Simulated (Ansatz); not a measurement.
# CH5Si (SMILES C[SiH2]): USVWN5/STO-3G

What is the vertical doublet–quartet gap of CH5Si at USVWN5/STO-3G? 

The results are computed with Ansatz 0.2.0.

52 further runs of the same task are left out: 52 set aside as unsound or not needed.

**1. The structure to begin with**

The species is CH5Si (7 atoms), meant as a doublet with charge 0. As SMILES, `C[SiH2]`. The shape is that of a PBE0-D4/def2-TZVP optimisation.

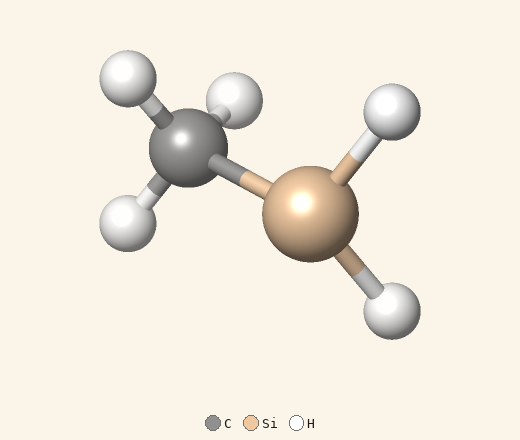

The structure, seen from a chosen angle (carbon grey, silicon light orange, hydrogen white).

**2. The energy at USVWN5/STO-3G**

input.yaml reads:

```yaml
crystal:
  periodic: [false, false, false]
  atoms:
    - {symbol: C, position_ang: [-0.122600, -0.803200, 0.095200]}
    - {symbol: Si, position_ang: [0.176200, 1.034800, 0.314000]}
    - {symbol: H, position_ang: [-0.204800, -1.054900, -0.966600]}
    - {symbol: H, position_ang: [0.699200, -1.383300, 0.519500]}
    - {symbol: H, position_ang: [-1.047100, -1.107700, 0.589500]}
    - {symbol: H, position_ang: [-0.951500, 1.846400, -0.225700]}
    - {symbol: H, position_ang: [1.450600, 1.468000, -0.326000]}
basis:
  gaussian:
    orbitals: STO-3G
total_charge: 0
magnetization:
  spin_polarized: true
  initial_magnetization: 1
hamiltonian:
  xc: {name: SVWN5}
accuracy: high
```

The run is started by

```bash
$ ansatz run input.yaml --threads 1 --pin off --max-ram 2610MiB --events-out events.jsonl --progress --plain --runs-dir runs
```

Log:

```text
Warning: RAYON_NUM_THREADS=1 ignored (pool sized by the plan → 1); use --threads N
Functional definition: SVWN5
  name "SVWN5"
  exchange = slater_x
  correlation = vwn5_c
334 factors; integrals over basis functions are off by at most 7.8e-9 eV
mean field evaluation 1: about -8845.8438 eV, gradient 9.6e0 eV
mean field evaluation 2: about -8845.7668 eV, gradient 1.0e1 eV
mean field evaluation 4: about -8846.4272 eV, gradient 3.0e-1 eV
mean field evaluation 8: about -8846.3560 eV, gradient 2.0e-3 eV
mean field evaluation 16: about -8846.3560 eV, gradient 8.8e-8 eV
mean field -8846.35601980 eV, -325.0975874522 hartree, gradient 9.2e-9 eV, S^2 0.750671; 0 other end points of the search recorded, 0 dependent functions left out
reference -8846.35602179 eV, -325.0975875253 hartree; 13, 12 occupied and 6, 7 virtual orbitals, 334 factors
Total energy: -8846.35602179 eV, -325.0975875253 hartree
```

Wall time 1.1 s (1 thread of Arm Neoverse V1, shared host); peak memory 0.11 GiB.

**3. The quartet**

molecule.yaml reads:

```yaml
crystal:
  periodic: [false, false, false]
  atoms:
    - {symbol: C, position_ang: [-0.122600, -0.803200, 0.095200]}
    - {symbol: Si, position_ang: [0.176200, 1.034800, 0.314000]}
    - {symbol: H, position_ang: [-0.204800, -1.054900, -0.966600]}
    - {symbol: H, position_ang: [0.699200, -1.383300, 0.519500]}
    - {symbol: H, position_ang: [-1.047100, -1.107700, 0.589500]}
    - {symbol: H, position_ang: [-0.951500, 1.846400, -0.225700]}
    - {symbol: H, position_ang: [1.450600, 1.468000, -0.326000]}
basis:
  gaussian:
    orbitals: STO-3G
magnetization:
  spin_polarized: true
  initial_magnetization: 3
hamiltonian:
  xc: {name: SVWN5}
accuracy: high
```

The run is started by

```bash
$ ansatz run molecule.yaml --threads 1 --pin off --max-ram 2610MiB --events-out events.jsonl --progress --plain --runs-dir runs
```

Log:

```text
Warning: RAYON_NUM_THREADS=1 ignored (pool sized by the plan → 1); use --threads N
[... 4 set-up lines as earlier in the session ...]
334 factors; integrals over basis functions are off by at most 7.8e-9 eV
mean field evaluation 1: about -8833.2598 eV, gradient 7.0e0 eV
mean field evaluation 2: about -8829.0704 eV, gradient 1.7e1 eV
mean field evaluation 4: about -8831.9955 eV, gradient 1.1e1 eV
mean field evaluation 8: about -8833.4631 eV, gradient 6.3e0 eV
mean field evaluation 16: about -8833.8345 eV, gradient 1.5e-8 eV
mean field evaluation 32: about -8833.9845 eV, gradient 7.4e-3 eV
mean field evaluation 64: about -8833.9899 eV, gradient 1.6e0 eV
mean field evaluation 96: about -8834.0381 eV, gradient 6.9e-1 eV
mean field -8833.98448059 eV, -324.6429417719 hartree, gradient 4.4e-8 eV, S^2 3.750543; 12 other end points of the search recorded, 0 dependent functions left out
reference -8833.98448258 eV, -324.6429418450 hartree; 14, 11 occupied and 5, 8 virtual orbitals, 334 factors
Total energy: -8833.98448258 eV, -324.6429418450 hartree
```

Run time: 5.1 s. Hardware: 1 thread of Arm Neoverse V1, shared host; peak memory 0.12 GiB.

**4. Summary of results**

At USVWN5/STO-3G:

```
                                        quantity          value
                           doublet: total energy  -325.09759 Eh
                                   doublet: ⟨S²⟩          0.751
                           quartet: total energy  -324.64294 Eh
                                   quartet: ⟨S²⟩          3.751
vertical energy of the quartet above the doublet      12.372 eV
```

In words: At this shape the quartet lies 12.37 eV (1194 kJ/mol) above the doublet. In a minimal basis such a difference can be off by several eV, whatever the method.
